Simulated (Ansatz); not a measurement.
The starting structures come from a database of crystals and need not be the phases stable at ambient conditions.

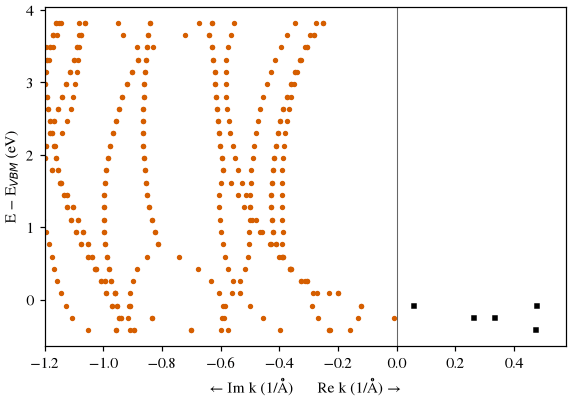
*Complex bands at the centre of the two-dimensional zone; Ansatz (a first-principles code) with r2SCAN*

The gap is the functional's own. No spin-orbit coupling. Mid-gap values are interpolated on the energy grid.

Task: This is K2Ge2Pb2O7 (P-3, not sure to be the ambient phase, 13 atoms a cell, 18.7 Å³ an atom, -4 GPa at this level) along the normal of (100). Read off the slowest decay at the centre of the two-dimensional zone at 1.78 eV, the computed energy nearest the middle of the gap.

Result: κ ≈ 0.39 1/Å, a decay length 1/(2κ) of the density of 1.3 Å.
